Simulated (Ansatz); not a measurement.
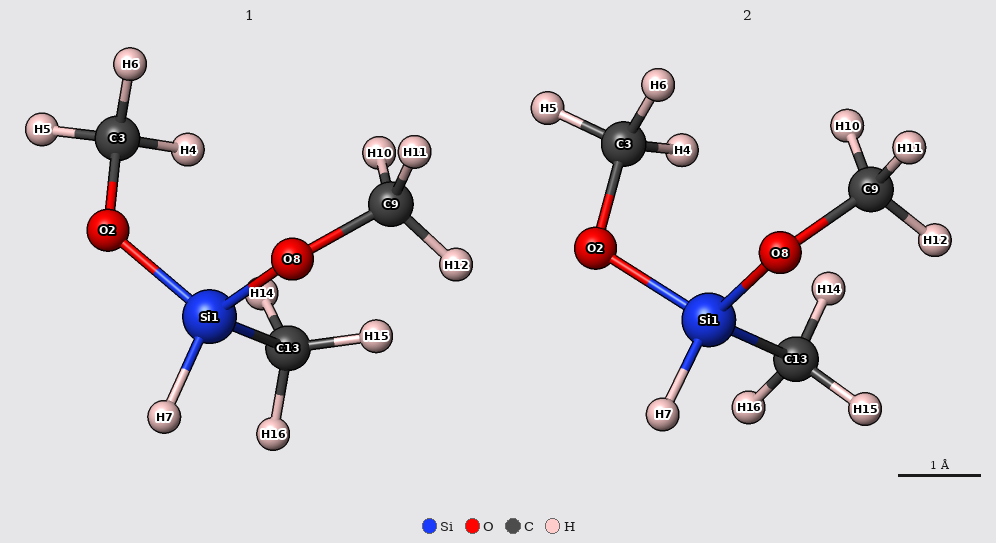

Two geometries of C$_{3}$H$_{10}$O$_{2}$Si, drawn at one scale. One is the start of a relaxation, the other its converged end. Style: ball-and-stick. Shown at a tilt.

These are results of RKS r2SCAN-D4/STO-3G (Ansatz), not measurements. (no spin polarisation; force threshold 0.02 eV/Å; at most 40 steps)

Q: Which of the two is the end point?

A: Structure 2 is the relaxed one. The run prepares the start of a later molecular dynamics calculation, from a guessed geometry. The energy falls by 13.8 kcal/mol in 13 accepted moves (15 points after the start). The largest force component goes from 2.4 to 0.0069 eV/Å. The line search rejected the trial steps at points 7, 11 of the run. The largest moves after the best rigid fit, 0.92 Å, are those of H14 and H15. By element the largest moves are H 0.92 Å, C 0.33 Å, O 0.29 Å, Si 0.05 Å. Near-neighbour distances that change, for instance: Si1–O2 1.680 → 1.718 Å, O2–C3 1.420 → 1.458 Å, C13–H14 1.110 → 1.095 Å, C13–H15 1.110 → 1.096 Å. Bond angles that change, for instance: Si1–O2–C3 125.0° → 112.0°, Si1–O8–C9 125.0° → 113.0°, O2–Si1–H7 109.5° → 102.7°. Groups turn about Si1–C13 by about 50°, O2–C3 by about 30°.

Limits of the set-up: STO-3G is a minimal basis, so the numbers are rough.
